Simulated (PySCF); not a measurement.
# C2HCl2Si (SMILES C#C[Si](Cl)Cl) at U-r2SCAN/cc-pVDZ

What is the energy change on altering one bond length of C2HCl2Si at U-r2SCAN/cc-pVDZ? The job is set up through a Python script.

Program for the calculation: PySCF 2.14.0.

1 further run of the same task is left out (set aside as unsound or not needed).

### 1 The molecule

The species is C2HCl2Si (6 atoms), meant as a doublet with charge 0. As SMILES, `C#C[Si](Cl)Cl`. The coordinates come from a PBE0-D4/def2-TZVP relaxation.

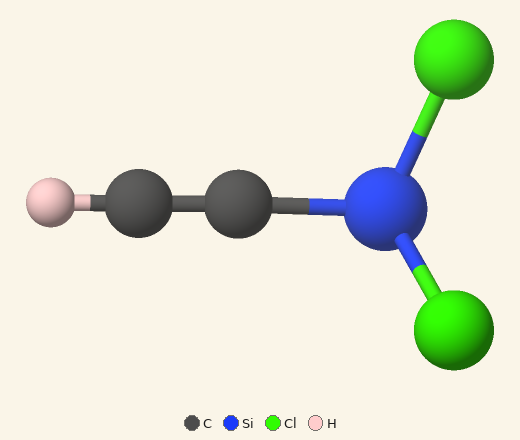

Viewed from a chosen angle; carbon dark grey, silicon blue, chlorine green, hydrogen pink.

### 2 The energy at U-r2SCAN/cc-pVDZ

geometry.xyz

```xyz
6
C2HCl2Si
C      1.324500     0.483500     1.111500
C      0.521500     0.095400     0.297200
Si    -0.504400    -0.583800    -1.021800
Cl    -1.914000    -1.830600    -0.226100
Cl    -1.406000     0.937000    -2.046300
H      2.020400     0.834500     1.839400
```

job.py

```python
from pyscf import gto, dft

mol = gto.M(
    atom='geometry.xyz',
    verbose=4,
    basis='cc-pvdz',
    spin=1,
    max_memory=1860,
)

calc0 = dft.UKS(mol, xc='r2scan')
calc0.grids.level = 5
calc0.conv_tol = 1e-10
calc0.kernel()
if not calc0.converged:
    calc0 = calc0.newton().run(calc0.mo_coeff, calc0.mo_occ)

energy = calc0.e_tot
print('Final energy', energy)
```

Launch:

```sh
OMP_NUM_THREADS=1 python job.py
```

The log of the run:

```text
PySCF version 2.14.0

[INPUT] num. atoms = 6
[INPUT] num. electrons = 61
[INPUT] charge = 0
[INPUT] spin (= nelec alpha-beta = 2S) = 1
[INPUT] symmetry False subgroup None
[INPUT] Mole.unit = angstrom
[INPUT] Symbol           X                Y                Z      unit          X                Y                Z       unit  Magmom
[INPUT]  1 C      1.324500000000   0.483500000000   1.111500000000 AA    2.502942251986   0.913682581227   2.100430587454 Bohr   0.0
[INPUT]  2 C      0.521500000000   0.095400000000   0.297200000000 AA    0.985492173961   0.180279872284   0.561626604221 Bohr   0.0
[INPUT]  3 Si    -0.504400000000  -0.583800000000  -1.021800000000 AA   -0.953177857231  -1.103222111521  -1.930922154081 Bohr   0.0
[INPUT]  4 Cl    -1.914000000000  -1.830600000000  -0.226100000000 AA   -3.616935802418  -3.459332643629  -0.427267076764 Bohr   0.0
[INPUT]  5 Cl    -1.406000000000   0.937000000000  -2.046300000000 AA   -2.656954931138   1.770673378717  -3.866946568697 Bohr   0.0
[INPUT]  6 H      2.020400000000   0.834500000000   1.839400000000 AA    3.818002662071   1.576976450950   3.475962233525 Bohr   0.0

nuclear repulsion = 293.774262189528
number of shells = 28
number of NR pGTOs = 182
number of NR cGTOs = 87
basis = cc-pvdz
ecp = {}

[... 98 lines left out ...]
converged SCF energy = -1286.57738224307  <S^2> = 0.75446522  2S+1 = 2.0044602
Final energy -1286.5773822430738
```

Run time: 94 s. Hardware: 1 thread of Arm Neoverse V1, shared host; peak memory 0.51 GiB.

### 3 The distorted shape

calc.py

```python
from pyscf import gto, dft

mol = gto.M(
    atom='''
C    1.632278   0.687265   1.507210
C    0.829278   0.299165   0.692910
Si  -0.504400  -0.583800  -1.021800
Cl  -1.914000  -1.830600  -0.226100
Cl  -1.406000   0.937000  -2.046300
H    2.328178   1.038265   2.235110
''',
    verbose=3,
    basis='cc-pvdz',
    spin=1,
    max_memory=1860,
)

mf = dft.UKS(mol, xc='r2scan')
mf.conv_tol = 1e-10
mf.grids.level = 5
mf.kernel()
if not mf.converged:
    mf = mf.newton().run(mf.mo_coeff, mf.mo_occ)

energy = mf.e_tot
print('Final energy', energy)
```

Launch:

```sh
OMP_NUM_THREADS=1 python calc.py
```

The log of the run:

```text
converged SCF energy = -1286.52616429188  <S^2> = 0.75560745  2S+1 = 2.0055996
Final energy -1286.5261642918772
```

Wall time 98 s (1 thread of Arm Neoverse V1, shared host); peak memory 0.51 GiB.

### 4 Results

Level: U-r2SCAN/cc-pVDZ.

| quantity | value |
| --- | --- |
| first shape: total energy | -1286.57738 Eh |
| first shape: dipole moment | 1.94 D |
| first shape: HOMO energy (highest over α and β) | -5.86 eV |
| first shape: LUMO energy (lowest over α and β) | -3.55 eV |
| first shape: ⟨S²⟩ | 0.754 |
| distorted shape: total energy | -1286.52616 Eh |
| distorted shape: dipole moment | 0.92 D |
| distorted shape: HOMO energy (highest over α and β) | -6.54 eV |
| distorted shape: LUMO energy (lowest over α and β) | -4.41 eV |
| distorted shape: ⟨S²⟩ | 0.756 |
| energy change with the C2–Si3 bond stretched from 1.804 to 2.345 Å | 1.394 eV |

With the C2–Si3 bond stretched from 1.804 to 2.345 Å the energy rises by 1.39 eV (32 kcal/mol). The first shape isn't relaxed at this level, so the change isn't measured from a minimum. Mulliken charges (distorted shape) run from -0.17 on C2 to +0.59 on Si3.
